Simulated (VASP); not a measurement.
Band structure of Na2Te (space group Fm-3m). Computed with r2SCAN meta-GGA, VASP's PBE PAW potentials (set 64) (plane waves; VASP).

Unless said otherwise, spin-orbit coupling is left out, though it shifts the bands of the heavy elements here.

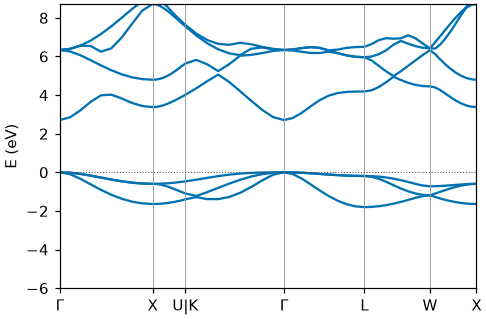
Figure. Bands along high-symmetry lines, zero at the valence-band maximum or, without a gap, the Fermi level

Read the plot: is there a gap, and where are the band edges?

The gap is direct, 2.71 eV, from the valence maximum at Γ to the conduction minimum at Γ.

The structure comes from a computed database's Na2Te entry (Fm-3m); how it stands against other phases isn't given here. It was relaxed first.
